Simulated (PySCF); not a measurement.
# CH₃⁻: singlet, from a trigonal planar start

Aim: relax CH₃⁻ as a singlet from a trigonal planar start, check by its vibrations whether the end is a minimum, and collect its spectrum and constants.

The runs use PySCF 2.14.0; PBE0, basis C def2-TZVPD, H def2-TZVPD, no relativity, density fitting.

## 1. Where the work starts

4 atoms, charge -1, spin multiplicity 1.

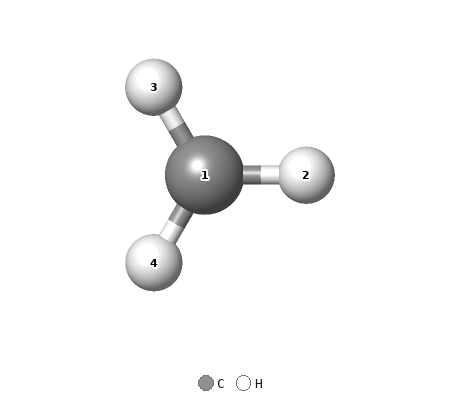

As it starts; carbon grey, hydrogen white; atoms are numbered from 1 in the order of the file.

```xyz
4
charge -1 multiplicity 1
C     0.0000    0.0000    0.0000
H     1.0700    0.0000    0.0000
H    -0.5350    0.9266    0.0000
H    -0.5350   -0.9266    0.0000
```

## 2. Finding the electronic state

The steps below are one call of a driver around PySCF. For each, scf.py gives the equivalent set-up of the SCF; relaxations use the driver's own optimiser. After this first run the driver tries any further starts and a stability analysis.

The input, scf.py:

```python
from pyscf import gto, scf, dft
mol = gto.M(atom='''
C      0.000000     0.000000     0.000000
H      1.070000     0.000000     0.000000
H     -0.535000     0.926600     0.000000
H     -0.535000    -0.926600     0.000000''',
    basis={'C': 'def2-TZVPD', 'H': 'def2-TZVPD'},
    charge=-1, spin=0)
mf = dft.RKS(mol, xc='PBE0')
mf.grids.atom_grid = (50, 194)
aux = {'C': 'def2-universal-JKFIT', 'H': 'def2-universal-JKFIT'}
mf = mf.density_fit(auxbasis=aux)
mf.conv_tol = 1e-08
mf.diis_space = 10
mf.max_cycle = 60
mf.init_guess = 'minao'
mf.verbose = 4
mf.kernel()
```

On the command line:

```sh
OMP_NUM_THREADS=2 python axn.py task.json out
```

Standard output:

```text
init E= -39.6215405685272
  HOMO = -0.2053074078854  LUMO = 0.00724776390048731  gap/eV = 5.78392
cycle= 1 E= -39.6508899391534  delta_E= -0.0293  |g|= 0.62  |ddm|= 1.15
  HOMO = 0.2253213631992  LUMO = 0.235946563541007  gap/eV = 0.28913
cycle= 2 E= -39.0441401475509  delta_E= 0.607  |g|= 1.17  |ddm|=  265
  HOMO = 0.056683949409738  LUMO = 0.162436203007697  gap/eV = 2.87767
cycle= 3 E= -39.7629891355569  delta_E= -0.719  |g|= 0.205  |ddm|=  265
  HOMO = 0.102753925599952  LUMO = 0.198043380093182  gap/eV = 2.59296
cycle= 4 E= -39.7788587436278  delta_E= -0.0159  |g|= 0.0114  |ddm|= 0.32
  HOMO = 0.0990474519500602  LUMO = 0.198890924870046  gap/eV = 2.71688
cycle= 5 E= -39.7788894845448  delta_E= -3.07e-05  |g|= 0.00502  |ddm|= 0.031
  HOMO = 0.098260146403792  LUMO = 0.198535976429518  gap/eV = 2.72864
cycle= 6 E= -39.7788958721442  delta_E= -6.39e-06  |g|= 0.00161  |ddm|= 0.00375
  HOMO = 0.0979243349393926  LUMO = 0.19836901715226  gap/eV = 2.73324
cycle= 7 E= -39.7788966338137  delta_E= -7.62e-07  |g|= 0.000142  |ddm|= 0.000976
  HOMO = 0.0978942892044046  LUMO = 0.198354667546443  gap/eV = 2.73367
cycle= 8 E= -39.7788966398411  delta_E= -6.03e-09  |g|= 1.45e-06  |ddm|= 0.000143
  HOMO = 0.0978940558474903  LUMO = 0.198354587372979  gap/eV = 2.73367
Extra cycle  E= -39.7788966398412  delta_E= -8.53e-14  |g|= 1.72e-06  |ddm|= 1.15e-05
converged SCF energy = -39.7788966398412
```

This step, with its further starts and checks, took 2 s on 2 threads of Arm Neoverse V2, shared host.

Energies from each starting density:

| start | energy (Eh) |
| --- | --- |
| the minimal-basis guess | -39.778897 |
| a thermally smeared density | -39.778897 |
| a smeared PBE density | -39.778897 |

No lower closed-shell solution turned up from the other starts or in the test of internal stability.

## 3. Trigonal planar start, singlet: relaxation

The program finds D3h symmetry in the start, which this walk keeps. Threshold on the gradient: 0.0003 Eh/bohr, with a further test on the energy change.

scf.py: that of step 2 with these lines changed.

```diff
@@ -4,3 +4,3 @@
-H      1.070000     0.000000     0.000000
-H     -0.535000     0.926600     0.000000
-H     -0.535000    -0.926600     0.000000''',
+H      1.069973    -0.000000     0.000000
+H     -0.534986     0.926624     0.000000
+H     -0.534986    -0.926624     0.000000''',
@@ -16 +15,0 @@
-mf.init_guess = 'minao'
```

Steps of the walk:

| step | energy (Eh) | change (kJ/mol) | largest symmetric gradient (Eh/bohr) |
| --- | --- | --- | --- |
| 0 | -39.778897 | 0.00 | 0.01097 |
| 1 | -39.779366 | -1.23 | 0.00028 |
| 2 | -39.779367 | -1.23 | 0.00001 |

The walk took 0.8 s.

End point (D3h, 2 steps, 1.2 kJ/mol gained): C–H 1.085 Å (×3); H–C–H 120.0° (×3).

## 4. Frequencies

On the finer grid the gradient is checked again; gradients at displacements of ±0.02 bohr then give force constants and infrared intensities.

scf.py: that of step 3 with these lines changed.

```diff
@@ -3,4 +3,4 @@
-C      0.000000     0.000000     0.000000
-H      1.069973    -0.000000     0.000000
-H     -0.534986     0.926624     0.000000
-H     -0.534986    -0.926624     0.000000''',
+C      0.000000    -0.000000     0.000000
+H      1.085325    -0.000000     0.000000
+H     -0.542663     0.939919     0.000000
+H     -0.542663    -0.939919     0.000000''',
@@ -10 +10 @@
-mf.grids.atom_grid = (50, 194)
+mf.grids.atom_grid = (75, 302)
@@ -13 +13 @@
-mf.conv_tol = 1e-08
+mf.conv_tol = 1e-10
```

This SCF starts from the last density.

SCF at the final geometry:

```text
init E= -39.7793660690625
  HOMO = 0.0972507688737316  LUMO = 0.197696198101475  gap/eV = 2.73326
cycle= 1 E= -39.7793660690202  delta_E= 4.23e-11  |g|= 1.64e-05  |ddm|= 2.26e-05
  HOMO = 0.0972445359066683  LUMO = 0.197695199755561  gap/eV = 2.73340
cycle= 2 E= -39.7793660689221  delta_E= 9.81e-11  |g|= 2.5e-05  |ddm|= 3.44e-05
  HOMO = 0.0972483005454094  LUMO = 0.197695802669543  gap/eV = 2.73332
cycle= 3 E= -39.7793660690943  delta_E= -1.72e-10  |g|= 1.09e-08  |ddm|= 2.08e-05
  HOMO = 0.0972483006017733  LUMO = 0.197695802692191  gap/eV = 2.73332
cycle= 4 E= -39.7793660690942  delta_E= 6.39e-14  |g|= 5.06e-09  |ddm|= 7.12e-09
  HOMO = 0.0972483007733729  LUMO = 0.197695802746324  gap/eV = 2.73332
Extra cycle  E= -39.7793660690941  delta_E= 1.28e-13  |g|= 3.12e-09  |ddm|= 1.41e-08
converged SCF energy = -39.7793660690941
```

The whole step took 4.6 s.

Geometry: D3h; C–H 1.085 Å (×3); H–C–H 120.0° (×3).

Modes, for the most abundant isotopes:

| symmetry | ω (cm⁻¹) | IR (km/mol) | μ (u) | type |
| --- | --- | --- | --- | --- |
| a2'' | 802i | 449 | 1.24 | bend |
| e' | 1345 | 1.1 | 1.11 | bend |
| a1' | 3084 | 0.0 | 1.01 | stretch |
| e' | 3223 | 209 | 1.11 | stretch |

1 mode is imaginary, the largest at 802i cm⁻¹: a saddle point, not a minimum.

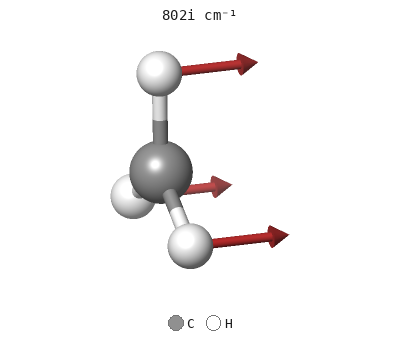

The imaginary mode, as arrows.

Constants and moments:

```
Dipole moment about the centre of mass                          : 0.00 D
Highest occupied level                                          : 2.65 eV
Lowest empty level                                              : 5.38 eV
Rotational constants                                            : 9.467, 9.467, 4.733 cm⁻¹
Zero-point energy (real modes)                                  : 73.1 kJ/mol
Principal polarisabilities                                      : 35.0, 35.0, 80.9 bohr³
Principal traceless quadrupole moments about the centre of mass : -4.49, 2.24, 2.24 D Å
```

Charges (e) and bond orders:

| atom | Mulliken | Löwdin | polar tensor | Mayer order to C1 |
| --- | --- | --- | --- | --- |
| C1 | -0.98 | -0.31 | -0.89 | – |
| H2,3,4 | -0.01 | -0.23 | -0.04 | 1.24 |

Mulliken populations on C1: s 3.40, p 3.53, d 0.05, f 0.00.

## 5. Leaving the saddle point

The start is the last point, displaced along its most imaginary mode.

The program finds C3v symmetry in the start, which this walk keeps. Threshold on the gradient: 0.0003 Eh/bohr, with a further test on the energy change.

scf.py: that of step 4 with these lines changed.

```diff
@@ -3,4 +3,4 @@
-C      0.000000    -0.000000     0.000000
-H      1.085325    -0.000000     0.000000
-H     -0.542663     0.939919     0.000000
-H     -0.542663    -0.939919     0.000000''',
+C      0.000000     0.000000    -0.030235
+H      1.085325    -0.000000     0.120000
+H     -0.542663     0.939919     0.120000
+H     -0.542663    -0.939919     0.120000''',
@@ -10 +10 @@
-mf.grids.atom_grid = (75, 302)
+mf.grids.atom_grid = (50, 194)
@@ -13 +13 @@
-mf.conv_tol = 1e-10
+mf.conv_tol = 1e-08
```

Energy and gradient, step by step:

| step | energy (Eh) | change (kJ/mol) | largest symmetric gradient (Eh/bohr) |
| --- | --- | --- | --- |
| 0 | -39.781457 | 0.00 | 0.01280 |
| 1 | -39.788682 | -18.97 | 0.01056 |
| 2 | -39.789316 | -20.63 | 0.00240 |
| 3 | -39.789318 | -20.64 | 0.00344 |
| 4 | -39.789349 | -20.72 | 0.00183 |
| 5 | -39.789361 | -20.75 | 0.00028 |
| 6 | -39.789362 | -20.75 | 0.00003 |

The walk took 2.2 s.

Positions (Å) and forces (eV/Å) along the way:

```
step 0
C    0.000   0.000  -0.030   0.001   0.000  -0.658
H    1.085   0.000   0.120  -0.277   0.000   0.220
H   -0.543   0.940   0.120   0.138  -0.240   0.219
H   -0.543  -0.940   0.120   0.138   0.240   0.219
step 1
C    0.000   0.000  -0.242   0.001   0.000   0.279
H    1.041   0.000   0.191  -0.543   0.000  -0.093
H   -0.521   0.902   0.191   0.271  -0.470  -0.093
H   -0.521  -0.902   0.191   0.271   0.470  -0.093
step 3
C    0.000   0.000  -0.266   0.001   0.000   0.177
H    1.013   0.000   0.199  -0.032   0.000  -0.060
H   -0.506   0.877   0.199   0.015  -0.028  -0.059
H   -0.506  -0.877   0.199   0.015   0.028  -0.059
step 6
C    0.000   0.000  -0.255   0.001   0.000   0.002
H    1.016   0.000   0.195   0.000   0.000  -0.001
H   -0.508   0.880   0.195   0.000   0.000   0.000
H   -0.508  -0.880   0.195   0.000   0.000   0.000
```

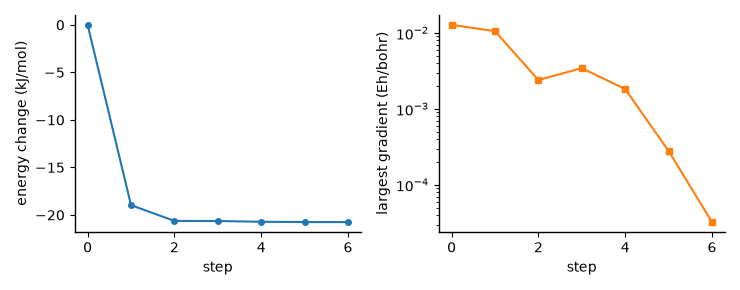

How energy and gradient fall.

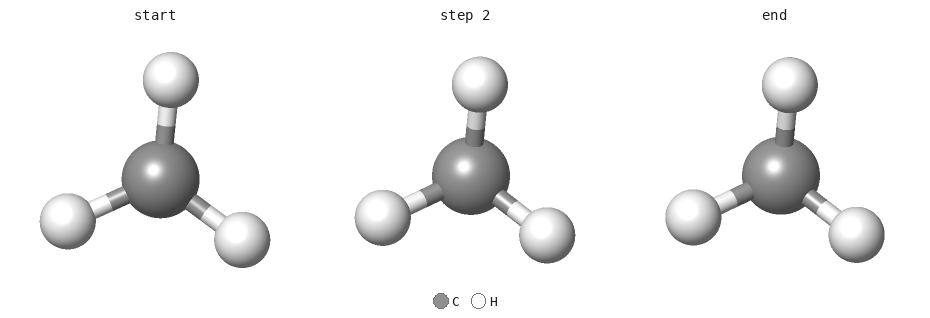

Start and end of the relaxation, with a step between.

End point (C3v, 6 steps, 20.8 kJ/mol gained): C–H 1.111 Å (×3); H–C–H 104.7° (×3).

## 6. Frequencies

The same treatment as at the point before.

scf.py: that of step 5 with these lines changed.

```diff
@@ -3,4 +3,4 @@
-C      0.000000     0.000000    -0.030235
-H      1.085325    -0.000000     0.120000
-H     -0.542663     0.939919     0.120000
-H     -0.542663    -0.939919     0.120000''',
+C      0.000000    -0.000000    -0.090512
+H      1.015727    -0.000000     0.359239
+H     -0.507864     0.879645     0.359239
+H     -0.507864    -0.879645     0.359239''',
@@ -10 +10 @@
-mf.grids.atom_grid = (50, 194)
+mf.grids.atom_grid = (75, 302)
@@ -13 +13 @@
-mf.conv_tol = 1e-08
+mf.conv_tol = 1e-10
```

SCF at the final geometry:

```text
init E= -39.7893644969037
  HOMO = 0.0668872546433015  LUMO = 0.193865793089792  gap/eV = 3.45526
cycle= 1 E= -39.7893644969038  delta_E= -1.14e-13  |g|= 2.89e-07  |ddm|= 1.05e-05
  HOMO = 0.0668873639518281  LUMO = 0.193865815085097  gap/eV = 3.45526
Extra cycle  E= -39.7893644969037  delta_E= 1.35e-13  |g|= 4.34e-07  |ddm|= 1.31e-05
converged SCF energy = -39.7893644969037
```

The whole step took 5.4 s on 2 threads of Arm Neoverse V2, shared host.

Geometry: C3v; C–H 1.111 Å (×3); H–C–H 104.7° (×3).

Harmonic modes (main isotopes):

| symmetry | ω (cm⁻¹) | IR (km/mol) |
| --- | --- | --- |
| a1 | 977 | 17.3 |
| e | 1423 | 12.3 |
| a1 | 2858 | 406 |
| e | 2926 | 525 |

No imaginary mode, so this is a minimum.

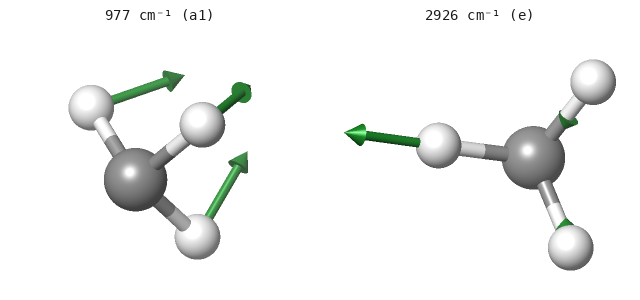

How the atoms move in 2 of the modes.

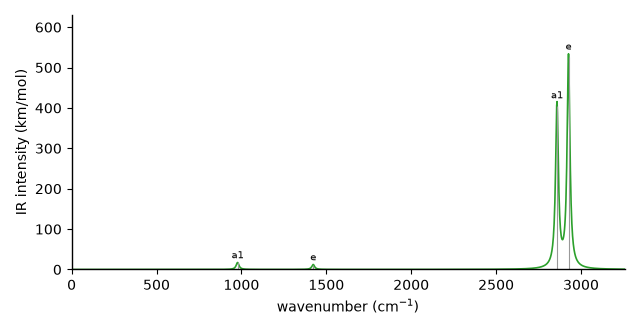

The harmonic infrared spectrum (widths in cm⁻¹). Lines are broadened to a width of 20 cm⁻¹ (Lorentzian).

Properties at this point:

- Dipole moment about the centre of mass: 1.55 D
- Highest occupied level: 1.82 eV
- Lowest empty level: 5.28 eV
- Rotational constants: 8.231, 8.231, 5.404 cm⁻¹
- Zero-point energy: 75.0 kJ/mol
- Principal polarisabilities: 35.9, 35.9, 64.8 bohr³
- Principal traceless quadrupole moments about the centre of mass: -3.76, 1.88, 1.88 D Å
- Entropy at 298.15 K and 1 bar: 193.3 J/(mol K)
- Heat capacity Cp at 298.15 K: 35.8 J/(mol K)
- Enthalpy at 298.15 K above 0 K: 10.06 kJ/mol
- Rotational symmetry number: 3

Charges (e) and bond orders:

```tsv
atom	Mulliken	Löwdin	polar tensor	Mayer order to C1
C1	-0.37	-0.34	-0.46	–
H2,3,4	-0.21	-0.22	-0.18	1.54
```

Mulliken populations on C1: s 2.69, p 3.63, d 0.04, f 0.00.

## 7. Stability of the closed shell

At the lowest minimum the closed shell is tested against spin polarisation, on the (50, 194) grid. It is stable.

## 8. All stationary points

| spin | group | bonds | imaginary modes (cm⁻¹) | ΔE (kJ/mol) | with zero-point energy |
| --- | --- | --- | --- | --- | --- |
| singlet | C3v | C–H 1.111 Å (×3) | none | 0.0 | 0.0 |
| singlet | D3h | C–H 1.085 Å (×3) | 802i | 26.3 | – |

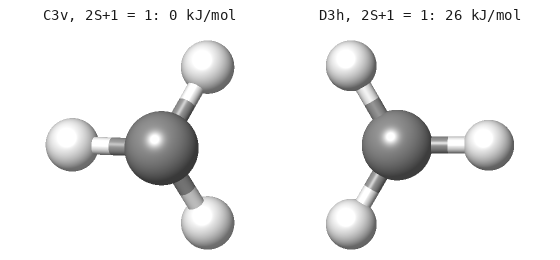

The points, lowest first (carbon grey, hydrogen white).

## 9. Summary of results

```
                            quantity                                    value
                             minimum                             singlet, C3v
                            geometry      C–H 1.111 Å (×3); H–C–H 104.7° (×3)
                  wavenumbers (cm⁻¹)  977 (a1), 1423 (e), 2858 (a1), 2926 (e)
      dipole moment (centre of mass)                                   1.55 D
highest occupied, lowest empty level                            1.82, 5.28 eV
           polar-tensor charge of C1                                  -0.46 e
                   zero-point energy                              75.0 kJ/mol
                 entropy at 298.15 K                          193.3 J/(mol K)
```

**Reading.** From D3h at the start the molecule goes to a C3v minimum, after a stop at a saddle point 26.3 kJ/mol higher, from which it was pushed off along an imaginary mode. In the infrared the band at 2926 cm⁻¹ (e, stretch) leads. Other starts or spin states, not run here, may lie lower. The highest occupied level lies above zero: either self-interaction error lifts it or the extra electron is not bound, and the basis holds it in place.

The search up to here took 15 s.
